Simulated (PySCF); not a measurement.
## Electronic structure of KAl (triplet) in real space

```tsv
atom	x (Å)	y (Å)	z (Å)
K	0.0000	0.0000	-1.4144
Al	0.0000	0.0000	2.0426
```

Method: PBE0/jorge-DZP-DKH, spin-free X2C-1e, Gaussian nucleus, at a bond length of 3.457 Å in PySCF 2.14.0.

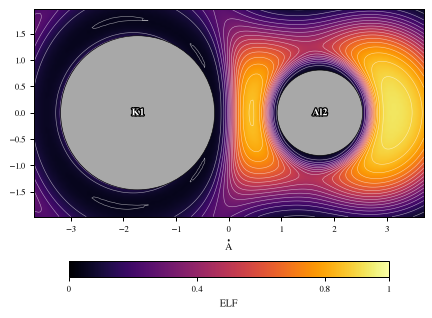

Figure 1. Electron localisation function on a plane that holds the molecular axis. Grey discs cover the atomic cores.

Question: Read the bonding off the picture.

Answer: Atoms in the plane: K and Al. K–Al (3.46 Å): the ELF peaks at about 0.85 in the valence shell of Al, 1.3 Å from its nucleus, and is about 0.30 at the midpoint.

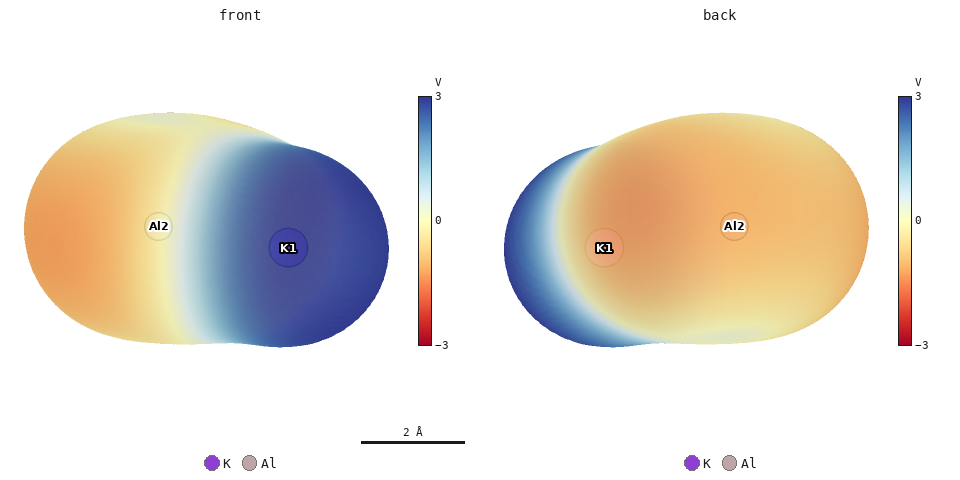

Figure 2. The molecular electrostatic potential painted on the density surface at 0.001 e/bohr³, seen from the front and from behind; the colour scale runs from red (negative) to blue (positive).

Question: Where is the surface potential most negative and most positive?

Answer: The most negative region (about −1.3 V, or −30 kcal/mol for a unit charge) lies over Al2, the most positive (about +2.9 V, or +67 kcal/mol for a unit charge) over K1.
